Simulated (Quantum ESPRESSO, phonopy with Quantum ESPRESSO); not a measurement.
# BP (F-43m): phonons against volume, part 7 of 8

Wanted: mode Grüneisen parameters of BP and a free-energy fit over volumes.

What experiment has found for this phase:
- volume expansion coefficient 9.6 1e-6/K near room temperature (given in “Thermal expansion coefficients of high thermal conducting BAs and BP materials (three times its linear coefficient)”, 2019, arxiv:1906.04101)

Quantum ESPRESSO 7.5; DFT LDA, scalar-relativistic, plane waves, GBRV ultrasoft pseudopotentials.

So far. Step 13 (Ground state at this cell, V/V0 0.985): The run ends at a pressure of 2.71 GPa. Step 14 (Zone-centre response): The Born charges sum to zero within 0.0031 e; the rest is removed before use. Acoustic frequencies in this log differ from zero by the error of the sum rule, which ph.x does not impose.

## (16) Phonons, V/V0 0.985

This step: DFT LDA, scalar-relativistic, plane waves, GBRV ultrasoft pseudopotentials (phonopy with Quantum ESPRESSO 4.10.0 / 7.5).

Run time: 5.8 min. Hardware: 8 threads of Intel Xeon 6975P-C (Granite Rapids), shared host.

Phonopy, LO-TO term from ph.x's tensors. Phonon branches along the path, in cm⁻¹:

```
    point  branch 1  branch 2  branch 3  branch 4  branch 5  branch 6
        Γ         0         0         0       833       833       841
        X       309       309       539       733       733       814
        U       302       404       487       710       746       820
jump to K       302       404       487       710       746       820
        Γ         0         0         0       833       833       841
        L       223       223       521       788       792       792
        W       355       402       463       712       738       818
        X       309       309       539       733       733       814
```

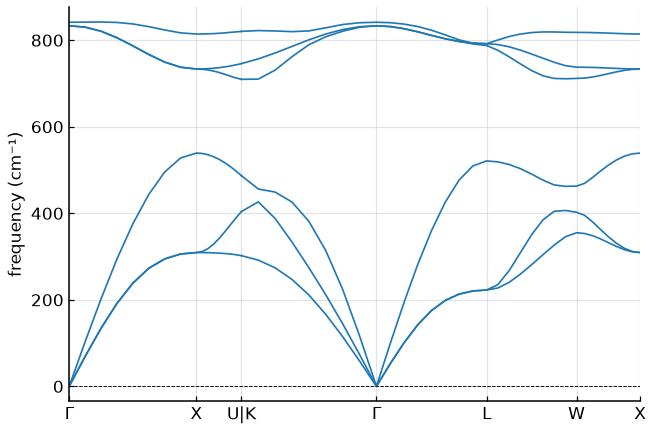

Phonon branches along the path.

No mode is imaginary beyond numerical noise along the path. The highest zone-centre mode (no LO–TO term) moved by +1.5 % for a volume change of -1.5 %.

The time given is that of the 2 pw.x runs on displaced cells behind this step.

## (17) Self-consistent run, V/V0 1.03

A tight ground state at this cell gives the energy of this member; its pressure is the stress at this cutoff, which can carry an offset from the finite basis.

This step: DFT LDA, scalar-relativistic, plane waves, GBRV ultrasoft pseudopotentials (Quantum ESPRESSO 7.5).

System of this step: BP. It takes space group F-43m (No. 216, cubic). The conventional cell has a = 4.538 Å, b = 4.538 Å, c = 4.538 Å, α = 90.00°, β = 90.00°, γ = 90.00°. Nearest to B lie 4 P at 1.96 Å. Nearest to P lie 4 B at 1.96 Å. Farther neighbours are not listed.

File scf.in:

```
 &control
    calculation='scf',
    prefix='x',
    outdir='./tmp',
    pseudo_dir='./pseudo',
    tprnfor=.true.,
    tstress=.true.,
 /
 &system
    ibrav=0,
    nat=2,
    ntyp=2,
    ecutwfc=40.0,
    ecutrho=240.0,
    occupations='fixed',
    nbnd=6,
 /
 &electrons
    conv_thr=1.0d-12,
    mixing_beta=0.7,
    electron_maxstep=100,
 /
ATOMIC_SPECIES
 B      10.8100  B.upf
 P      30.9738  P.upf
CELL_PARAMETERS angstrom
     0.000000000    2.268874908    2.268874908
     2.268874908    0.000000000    2.268874908
     2.268874908    2.268874908    0.000000000
ATOMIC_POSITIONS crystal
 B      0.000000000   0.000000000   0.000000000
 P      0.250000000   0.250000000   0.250000000
K_POINTS automatic
 12 12 12 0 0 0
```

Launch:

```bash
OMP_NUM_THREADS=1 mpirun -n 8 pw.x -nk 8 -in scf.in > scf.out
```

Output:

```text
[banner, memory and clock lines left out]
Program PWSCF v.7.5

     Message from routine setup:
     using ibrav=0 with symmetry is DISCOURAGED, use correct ibrav instead

     G-vector sticks info

     bravais-lattice index     =            0
     lattice parameter (alat)  =       6.0635  a.u.
     unit-cell volume          =     157.6370 (a.u.)^3
     number of atoms/cell      =            2
     number of atomic types    =            2
     number of electrons       =         8.00
[...]
atom    2 type  2   force =     0.00000000    0.00000000   -0.00000000

     Total force =     0.000000     Total SCF correction =     0.000000

     Computing stress (Cartesian axis) and pressure

          total   stress  (Ry/bohr**3)                   (kbar)     P=      -49.09
[...]
-0.00000000  -0.00033368   0.00000000           -0.00      -49.09        0.00
  -0.00000000   0.00000000  -0.00033368           -0.00        0.00      -49.09

     XML data file, charge density, pseudopotentials, collected wavefunctions
[key lines of the parts left out:]
!    total energy              =     -22.00964348 Ry
convergence has been achieved in  15 iterations
```

Elapsed: 1.8 s, on 8 MPI ranks.

The run ends at a pressure of -4.91 GPa.

## (18) Zone-centre response

In a polar crystal the Born charges and ε∞ give the long-range dipole term that a finite supercell misses. They are those of this k-mesh and were not tested on a denser one; where the gap is small they converge slowly, and the LO modes with them.

File ph.in:

```
phonons
 &inputph
    prefix='x',
    outdir='./tmp',
    fildyn='x.dyn',
    tr2_ph=1.0d-18,
    epsil=.true.,
 /
0.000000000 0.000000000 0.000000000
```

scf.in is that of step 17.

Launch:

```bash
OMP_NUM_THREADS=1 mpirun -n 8 ph.x -nk 8 -in ph.in > ph.out
```

Output:

```text
[banner, memory and clock lines left out]
Program PHONON v.7.5

     ./tmp/x.save/

     IMPORTANT: XC functional enforced from input :
     Exchange-correlation= PZ
                           (   1   1   0   0   0   0   0)
     Any further DFT definition will be discarded
     Please, verify this is what you really want

     G-vector sticks info

     Reading collected, re-writing distributed wavefunctions in ./tmp/

     Number and degeneracy of irreps per q-point
       N         xq(1)         xq(2)         xq(3)   N irreps
[...]
freq (    1) =      -0.270349 [THz] =      -9.017866 [cm-1]
     freq (    2) =      -0.270349 [THz] =      -9.017866 [cm-1]
     freq (    3) =      -0.270349 [THz] =      -9.017866 [cm-1]
     freq (    4) =      23.868990 [THz] =     796.183796 [cm-1]
     freq (    5) =      23.868990 [THz] =     796.183796 [cm-1]
     freq (    6) =      23.868990 [THz] =     796.183796 [cm-1]
 **************************************************************************

     Mode symmetry, T_d (-43m)  point group:

     freq (   1-   3) =         -9.0  [cm-1]   --> T_2  G_15 P_4   I+R
     freq (   4-   6) =        796.2  [cm-1]   --> T_2  G_15 P_4   I+R
```

It took 9.4 s on 8 MPI ranks.

ε∞:

```
9.23 0.00 0.00
0.00 9.23 0.00
0.00 0.00 9.23
```

The Born charges sum to zero within 0.0029 e; the rest is removed before use. Acoustic frequencies in this log differ from zero by the error of the sum rule, which ph.x does not impose.

## (19) A displaced supercell

One atom (for the harmonic constants) or a pair of atoms (for the cubic ones) is moved by a few hundredths of an ångström; the forces on all atoms give a column of force constants. The threshold is tight because the forces are small.

System of this step: BP. The cell holds 54 atoms: 27 B and 27 P. Its edges and angles: a = 9.626 Å, b = 9.626 Å, c = 9.626 Å, α = 60.0°, β = 60.0°, γ = 60.0°. It derives from BP, repeated 3×3×3.

File disp-00001.in:

```
 &control
    calculation='scf',
    prefix='x',
    outdir='./tmp',
    pseudo_dir='./pseudo',
    tprnfor=.true.,
    disk_io='none',
 /
 &system
    ibrav=0,
    nat=54,
    ntyp=2,
    ecutwfc=40.0,
    ecutrho=240.0,
    occupations='fixed',
    nbnd=110,
 /
 &electrons
    conv_thr=1.0d-11,
    mixing_beta=0.7,
    electron_maxstep=100,
 /
ATOMIC_SPECIES
 B      10.8100  B.upf
 P      30.9738  P.upf
CELL_PARAMETERS angstrom
     0.000000000    6.806624725    6.806624725
     6.806624725    0.000000000    6.806624725
     6.806624725    6.806624725    0.000000000
ATOMIC_POSITIONS crystal
 B      0.002077702   0.000000000   0.000000000
 B      0.333333333   0.000000000   0.000000000
 B      0.666666667   0.000000000   0.000000000
 B      0.000000000   0.333333333   0.000000000
 B      0.333333333   0.333333333   0.000000000
 B      0.666666667   0.333333333   0.000000000
 B      0.000000000   0.666666667   0.000000000
 B      0.333333333   0.666666667   0.000000000
 B      0.666666667   0.666666667   0.000000000
 B      0.000000000   0.000000000   0.333333333
 B      0.333333333   0.000000000   0.333333333
 B      0.666666667   0.000000000   0.333333333
 B      0.000000000   0.333333333   0.333333333
 B      0.333333333   0.333333333   0.333333333
 B      0.666666667   0.333333333   0.333333333
 B      0.000000000   0.666666667   0.333333333
 B      0.333333333   0.666666667   0.333333333
 B      0.666666667   0.666666667   0.333333333
 B      0.000000000   0.000000000   0.666666667
 B      0.333333333   0.000000000   0.666666667
 B      0.666666667   0.000000000   0.666666667
 B      0.000000000   0.333333333   0.666666667
 B      0.333333333   0.333333333   0.666666667
 B      0.666666667   0.333333333   0.666666667
 B      0.000000000   0.666666667   0.666666667
 B      0.333333333   0.666666667   0.666666667
 B      0.666666667   0.666666667   0.666666667
 P      0.083333333   0.083333333   0.083333333
 P      0.416666667   0.083333333   0.083333333
 P      0.750000000   0.083333333   0.083333333
 P      0.083333333   0.416666667   0.083333333
 P      0.416666667   0.416666667   0.083333333
 P      0.750000000   0.416666667   0.083333333
 P      0.083333333   0.750000000   0.083333333
 P      0.416666667   0.750000000   0.083333333
 P      0.750000000   0.750000000   0.083333333
 P      0.083333333   0.083333333   0.416666667
 P      0.416666667   0.083333333   0.416666667
 P      0.750000000   0.083333333   0.416666667
 P      0.083333333   0.416666667   0.416666667
 P      0.416666667   0.416666667   0.416666667
 P      0.750000000   0.416666667   0.416666667
 P      0.083333333   0.750000000   0.416666667
 P      0.416666667   0.750000000   0.416666667
 P      0.750000000   0.750000000   0.416666667
 P      0.083333333   0.083333333   0.750000000
 P      0.416666667   0.083333333   0.750000000
 P      0.750000000   0.083333333   0.750000000
 P      0.083333333   0.416666667   0.750000000
 P      0.416666667   0.416666667   0.750000000
 P      0.750000000   0.416666667   0.750000000
 P      0.083333333   0.750000000   0.750000000
 P      0.416666667   0.750000000   0.750000000
 P      0.750000000   0.750000000   0.750000000
K_POINTS automatic
 3 3 3 0 0 0
```

Launch:

```bash
OMP_NUM_THREADS=1 mpirun -n 4 pw.x -nk 4 -in disp-00001.in > disp-00001.out
```

Output:

```text
[banner, memory and clock lines left out]
Program PWSCF v.7.5

     Message from routine setup:
     using ibrav=0 with symmetry is DISCOURAGED, use correct ibrav instead

     G-vector sticks info

     bravais-lattice index     =            0
     lattice parameter (alat)  =      18.1905  a.u.
     unit-cell volume          =    4256.1999 (a.u.)^3
     number of atoms/cell      =           54
     number of atomic types    =            2
     number of electrons       =       216.00
[...]
atom    1 type  1   force =    -0.00039827   -0.01043868   -0.01043868
     atom    2 type  1   force =     0.00028075    0.00038036    0.00038036
     atom    3 type  1   force =    -0.00027788    0.00036449    0.00036449
[...]
atom   53 type  2   force =     0.00008732   -0.00002106   -0.00002106
     atom   54 type  2   force =     0.00000009   -0.00002202   -0.00002202

     Total force =     0.017222     Total SCF correction =     0.000003
     Message from routine punch:
     Nothing written, as per user request (disk_io='none')
[key lines of the parts left out:]
!    total energy              =    -594.25852414 Ry
convergence has been achieved in  16 iterations
```

The job ended after 5.9 min (4 MPI ranks).

## (20) Phonons, V/V0 1.03

This step: DFT LDA, scalar-relativistic, plane waves, GBRV ultrasoft pseudopotentials (phonopy with Quantum ESPRESSO 4.10.0 / 7.5).

Elapsed: 6.2 min, on 8 threads.

Phonopy, LO-TO term from ph.x's tensors. Phonon branches along the path, in cm⁻¹:

```csv
point,branch 1,branch 2,branch 3,branch 4,branch 5,branch 6
Γ,0,0,0,796,796,802
X,310,310,517,685,685,776
U,303,396,468,668,700,776
jump to K,303,396,468,668,700,776
Γ,0,0,0,796,796,802
L,224,224,496,750,750,750
W,350,399,442,674,689,771
X,310,310,517,685,685,776
```

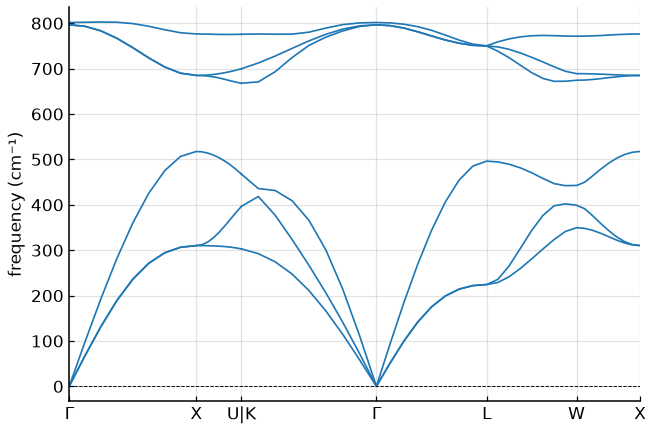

Phonon branches along the path.

No mode is imaginary beyond numerical noise along the path. The highest zone-centre mode (no LO–TO term) moved by -2.9 % for a volume change of +3.0 %.

The time given is that of the 2 pw.x runs on displaced cells behind this step.

## (21) Ground state at this cell, V/V0 0.97

A tight ground state at this cell gives the energy of this member; its pressure is the stress at this cutoff, which can carry an offset from the finite basis.

This step: DFT LDA, scalar-relativistic, plane waves, GBRV ultrasoft pseudopotentials (Quantum ESPRESSO 7.5).

System of this step: BP. It takes space group F-43m (No. 216, cubic). Conventional cell: a = 4.448 Å, b = 4.448 Å, c = 4.448 Å, α = 90.00°, β = 90.00°, γ = 90.00°. Nearest to B lie 4 P at 1.93 Å. P has 4 B at 1.93 Å nearest. Farther neighbours are not listed.

scf.in, as its differences from that of step 18:

```diff
@@ -26,5 +26,5 @@
 CELL_PARAMETERS angstrom
-     0.000000000    2.268874908    2.268874908
-     2.268874908    0.000000000    2.268874908
-     2.268874908    2.268874908    0.000000000
+     0.000000000    2.223934824    2.223934824
+     2.223934824    0.000000000    2.223934824
+     2.223934824    2.223934824    0.000000000
 ATOMIC_POSITIONS crystal
```

Launch:

```bash
OMP_NUM_THREADS=1 mpirun -n 8 pw.x -nk 8 -in scf.in > scf.out
```

Output:

```text
[banner, memory and clock lines left out]
Program PWSCF v.7.5

     Message from routine setup:
     using ibrav=0 with symmetry is DISCOURAGED, use correct ibrav instead

     G-vector sticks info

     bravais-lattice index     =            0
     lattice parameter (alat)  =       5.9434  a.u.
     unit-cell volume          =     148.4543 (a.u.)^3
     number of atoms/cell      =            2
     number of atomic types    =            2
     number of electrons       =         8.00
[...]
atom    2 type  2   force =     0.00000000    0.00000000   -0.00000000

     Total force =     0.000000     Total SCF correction =     0.000000

     Computing stress (Cartesian axis) and pressure

          total   stress  (Ry/bohr**3)                   (kbar)     P=       56.35
[...]
-0.00000000   0.00038304  -0.00000000           -0.00       56.35       -0.00
  -0.00000000  -0.00000000   0.00038304           -0.00       -0.00       56.35

     XML data file, charge density, pseudopotentials, collected wavefunctions
[key lines of the parts left out:]
!    total energy              =     -22.00954595 Ry
convergence has been achieved in  15 iterations
```

It took 2 s on 8 MPI ranks; 14 s of CPU time.

The run ends at a pressure of 5.64 GPa.

## (22) Born charges and dielectric tensor

In a polar crystal the Born charges and ε∞ give the long-range dipole term that a finite supercell misses. They are those of this k-mesh and were not tested on a denser one; where the gap is small they converge slowly, and the LO modes with them.

ph.in is that of step 18.

scf.in is that of step 21.

Launch:

```bash
OMP_NUM_THREADS=1 mpirun -n 8 ph.x -nk 8 -in ph.in > ph.out
```

Output:

```text
[banner, memory and clock lines left out]
Program PHONON v.7.5

     ./tmp/x.save/

     IMPORTANT: XC functional enforced from input :
     Exchange-correlation= PZ
                           (   1   1   0   0   0   0   0)
     Any further DFT definition will be discarded
     Please, verify this is what you really want

     G-vector sticks info

     Reading collected, re-writing distributed wavefunctions in ./tmp/

     Number and degeneracy of irreps per q-point
       N         xq(1)         xq(2)         xq(3)   N irreps
[...]
freq (    1) =      -0.206809 [THz] =      -6.898418 [cm-1]
     freq (    2) =      -0.206809 [THz] =      -6.898418 [cm-1]
     freq (    3) =      -0.206809 [THz] =      -6.898418 [cm-1]
     freq (    4) =      25.359076 [THz] =     845.887737 [cm-1]
     freq (    5) =      25.359076 [THz] =     845.887737 [cm-1]
     freq (    6) =      25.359076 [THz] =     845.887737 [cm-1]
 **************************************************************************

     Mode symmetry, T_d (-43m)  point group:

     freq (   1-   3) =         -6.9  [cm-1]   --> T_2  G_15 P_4   I+R
     freq (   4-   6) =        845.9  [cm-1]   --> T_2  G_15 P_4   I+R
```

Run time: 9.7 s. Hardware: 8 MPI ranks.

The Born charges sum to zero within 0.0031 e; the rest is removed before use. Acoustic frequencies in this log differ from zero by the error of the sum rule, which ph.x does not impose.

## (23) A displaced supercell

One atom (for the harmonic constants) or a pair of atoms (for the cubic ones) is moved by a few hundredths of an ångström; the forces on all atoms give a column of force constants. The threshold is tight because the forces are small.

System of this step: BP. The cell holds 54 atoms: 27 B and 27 P. Its edges and angles: a = 9.435 Å, b = 9.435 Å, c = 9.435 Å, α = 60.0°, β = 60.0°, γ = 60.0°. It derives from BP, repeated 3×3×3.

disp-00001.in, as its differences from that of step 19:

```diff
@@ -26,7 +26,7 @@
 CELL_PARAMETERS angstrom
-     0.000000000    6.806624725    6.806624725
-     6.806624725    0.000000000    6.806624725
-     6.806624725    6.806624725    0.000000000
+     0.000000000    6.671804472    6.671804472
+     6.671804472    0.000000000    6.671804472
+     6.671804472    6.671804472    0.000000000
 ATOMIC_POSITIONS crystal
- B      0.002077702   0.000000000   0.000000000
+ B      0.002119687   0.000000000   0.000000000
  B      0.333333333   0.000000000   0.000000000
```

Launch:

```bash
OMP_NUM_THREADS=1 mpirun -n 4 pw.x -nk 4 -in disp-00001.in > disp-00001.out
```

Output:

```text
[banner, memory and clock lines left out]
Program PWSCF v.7.5

     Message from routine setup:
     using ibrav=0 with symmetry is DISCOURAGED, use correct ibrav instead

     G-vector sticks info

     bravais-lattice index     =            0
     lattice parameter (alat)  =      17.8302  a.u.
     unit-cell volume          =    4008.2659 (a.u.)^3
     number of atoms/cell      =           54
     number of atomic types    =            2
     number of electrons       =       216.00
[...]
atom    1 type  1   force =    -0.00047257   -0.01199968   -0.01199968
     atom    2 type  1   force =     0.00031873    0.00045066    0.00045066
     atom    3 type  1   force =    -0.00031648    0.00043305    0.00043305
[...]
atom   53 type  2   force =     0.00009980   -0.00002541   -0.00002541
     atom   54 type  2   force =     0.00000012   -0.00002259   -0.00002259

     Total force =     0.019967     Total SCF correction =     0.000001
     Message from routine punch:
     Nothing written, as per user request (disk_io='none')
[key lines of the parts left out:]
!    total energy              =    -594.25574616 Ry
convergence has been achieved in  17 iterations
```

It took 5.3 min on 4 MPI ranks.

## (24) Phonons, V/V0 0.97

This step: DFT LDA, scalar-relativistic, plane waves, GBRV ultrasoft pseudopotentials (phonopy with Quantum ESPRESSO 4.10.0 / 7.5).

Run time: 5.7 min. Hardware: 8 threads.

No mode is imaginary beyond numerical noise along the path. The highest zone-centre mode (no LO–TO term) moved by +3.1 % for a volume change of -3.0 %.

The time given is that of the 2 pw.x runs on displaced cells behind this step.

## (25) Ground state at this cell, V/V0 1.05

A tight ground state at this cell gives the energy of this member; its pressure is the stress at this cutoff, which can carry an offset from the finite basis.

This step: DFT LDA, scalar-relativistic, plane waves, GBRV ultrasoft pseudopotentials (Quantum ESPRESSO 7.5).

System of this step: BP. It takes space group F-43m (No. 216, cubic). Conventional cell: a = 4.567 Å, b = 4.567 Å, c = 4.567 Å, α = 90.00°, β = 90.00°, γ = 90.00°. Nearest to B lie 4 P at 1.98 Å. Nearest to P lie 4 B at 1.98 Å. Farther neighbours are not listed.

scf.in, as its differences from that of step 22:

```diff
@@ -26,5 +26,5 @@
 CELL_PARAMETERS angstrom
-     0.000000000    2.223934824    2.223934824
-     2.223934824    0.000000000    2.223934824
-     2.223934824    2.223934824    0.000000000
+     0.000000000    2.283466145    2.283466145
+     2.283466145    0.000000000    2.283466145
+     2.283466145    2.283466145    0.000000000
 ATOMIC_POSITIONS crystal
```

Launch:

```bash
OMP_NUM_THREADS=1 mpirun -n 8 pw.x -nk 8 -in scf.in > scf.out
```

Output:

```text
[banner, memory and clock lines left out]
Program PWSCF v.7.5

     Message from routine setup:
     using ibrav=0 with symmetry is DISCOURAGED, use correct ibrav instead

     G-vector sticks info

     bravais-lattice index     =            0
     lattice parameter (alat)  =       6.1025  a.u.
     unit-cell volume          =     160.6979 (a.u.)^3
     number of atoms/cell      =            2
     number of atomic types    =            2
     number of electrons       =         8.00
[...]
atom    2 type  2   force =    -0.00000000   -0.00000000    0.00000000

     Total force =     0.000000     Total SCF correction =     0.000000

     Computing stress (Cartesian axis) and pressure

          total   stress  (Ry/bohr**3)                   (kbar)     P=      -78.04
[...]
0.00000000  -0.00053053  -0.00000000            0.00      -78.04       -0.00
  -0.00000000  -0.00000000  -0.00053053           -0.00       -0.00      -78.04

     XML data file, charge density, pseudopotentials, collected wavefunctions
[key lines of the parts left out:]
!    total energy              =     -22.00832439 Ry
convergence has been achieved in  14 iterations
```

Elapsed: 1.9 s, on 8 MPI ranks.

The run ends at a pressure of -7.80 GPa.

[end of part 7 of 8]

[Logs are printed without paths, hosts, clocks, repeated set-up lines and the standing remarks that a program may print on its own settings, such as how far it seeks lower states.]

[Hosts, paths, dates, database ids (printed as entryN), source tags and the programs' standing remarks are cut or masked in the printed files.]

[A step with changed settings may run another functional than the one named; its input shows which.]

[Of the runs on displaced cells, only some may be shown.]
